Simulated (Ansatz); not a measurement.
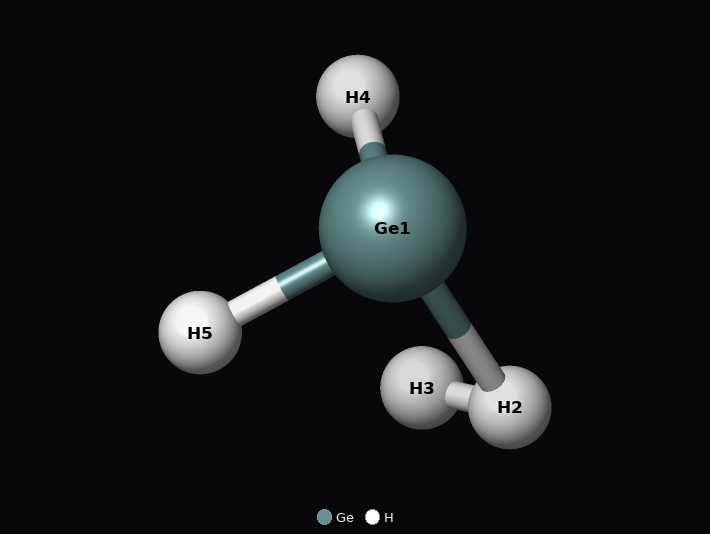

The atoms are numbered. Computed geometry: PBE0-D4/def2-TZVP optimisation.

Describe the coordination of atom 1.

Answer. Ge1 has 3 neighbours (H2 at 1.95, H4 at 1.59, H5 at 1.59 Å); the arrangement is trigonal pyramidal.
